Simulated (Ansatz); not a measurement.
# C₃H₈BrGa (SMILES C[CH2][Ga]([CH3])[Br]): what the fields show

```csv
atom,x (Å),y (Å),z (Å)
C,-0.8836,2.6465,-1.2006
C,-0.7218,1.1435,-1.4573
C,-0.9136,-2.0335,0.2496
Br,-1.8225,0.9766,2.0613
Ga,-1.0741,-0.0697,0.0793
H,-0.6769,3.2263,-2.1097
H,-1.8988,2.8925,-0.8728
H,-0.2004,2.9983,-0.4205
H,0.2950,0.9076,-1.8014
H,-1.3916,0.8069,-2.2615
H,-0.2077,-2.2702,1.0525
H,-0.5696,-2.4937,-0.6815
H,-1.8871,-2.4537,0.5230
```

Geometry: B3LYP/6-31G*.

Theory: Ansatz 0.2.0, isolated molecule in a Gaussian basis; Kohn-Sham density functional theory, functional PBE0.

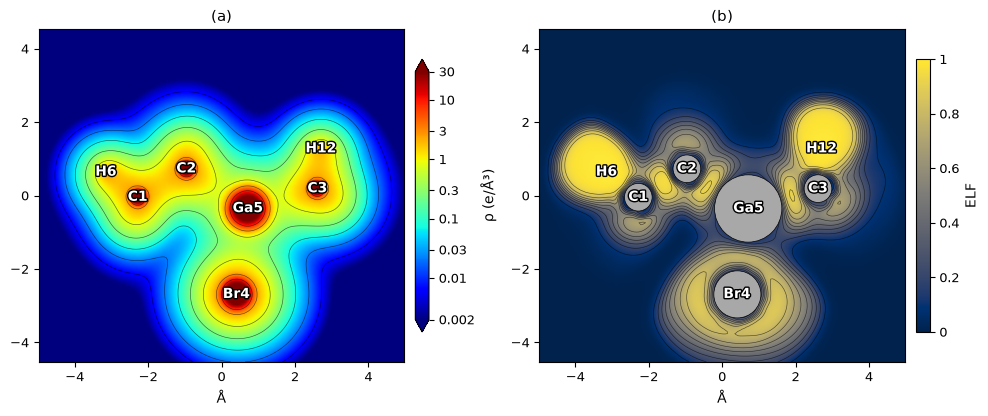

Figure 1. (a) electron density; (b) electron localisation function on the plane of atoms C2, C1 and H6. Grey discs cover the atomic cores in the ELF map.

Describe what can be read from this map.

Answer.
- The plane passes through C, Br, Ga and H nuclei.
- C–C (1.53 Å): ρ at the midpoint is about 1.6 e/Å³; the ELF peaks at about 0.95 between the atoms; a shared electron pair.
- C–Ga (1.98 Å): the density is about 0.78 e/Å³ at the midpoint; the ELF peaks at about 0.90 in the valence shell of C, 0.7 Å from its nucleus, and is about 0.60 at the midpoint.
- Ga–Br (2.36 Å): ρ is about 0.56 e/Å³ halfway; the ELF peaks at about 0.75 in the valence shell of Br, 1.0 Å from its nucleus, and is about 0.65 at the midpoint.
- C–H (1.09 Å): the density is about 1.9 e/Å³ at the midpoint; the ELF climbs to about 1 towards the hydrogen, as it does in any bond to H; an ordinary covalent bond to hydrogen.
- The ELF also peaks beside Br4, away from the bonds: lone-pair regions.

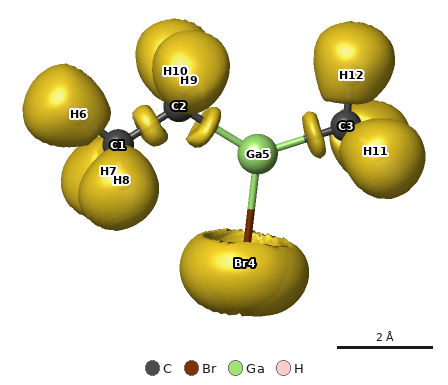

Figure 2. Isosurface of the electron localisation function at 0.8 (yellow), seen at a tilt. Only the valence region is drawn (cores and ρ < 0.01 e/Å³ removed).

Describe the localisation domains.

Answer. At this value the surface marks out one region between bonded C–C atoms (shared pairs), eight regions around hydrogen nuclei, two lobes of the valence shell of C pointing towards Ga (polar bonds) and one ring or bowl of non-bonding electrons around Br.

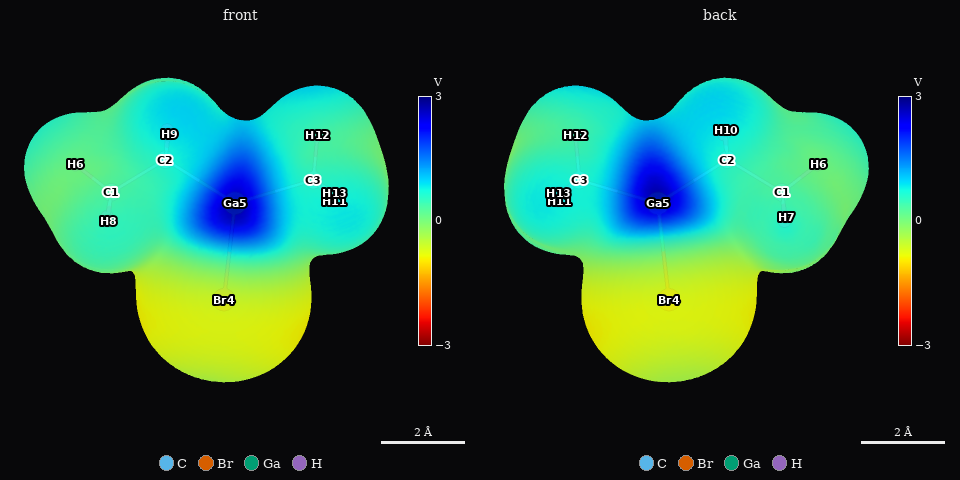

Figure 3. The molecular electrostatic potential painted on the density surface at 0.002 e/bohr³, seen from the front and from behind; red is negative and blue positive.

Describe the electrostatic potential map.

Answer. The most negative region (about −0.9 V) lies over Br4, the most positive (about +2.6 V) over Ga5.

How polar is the molecule by this calculation?

Answer. Its dipole moment is 3.09 D.

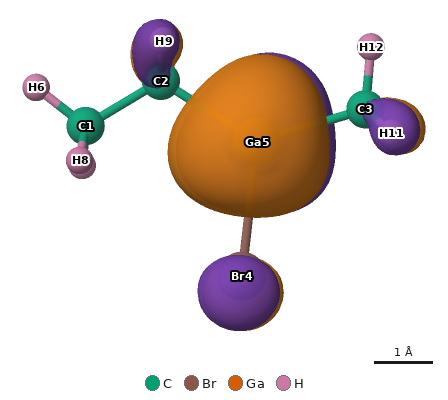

Figure 4. The LUMO at ±0.1 Å⁻³ᐟ² (orange and purple are the two phases), seen across its widest extent.

Describe this orbital and give its energy.

Answer. It lies mainly on Ga5 (about 65 %) and Br4 (about 10 %). Its energy is −1.08 eV.
